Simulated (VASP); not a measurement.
Band structure of NaF (space group Fm-3m). All values below come from PBE GGA, VASP's PBE PAW potentials (set 64) (plane waves; VASP).

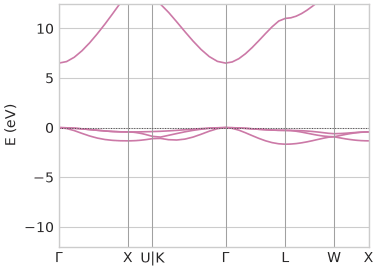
Bands along high-symmetry lines, zero at the valence-band maximum or, without a gap, the Fermi level

Read the plot: is there a gap, and where are the band edges?

The gap is direct, 6.50 eV, from the valence maximum at Γ to the conduction minimum at Γ.

The structure comes from a computed database's NaF entry; how it stands against other phases isn't given here. The cell was not relaxed at this level.
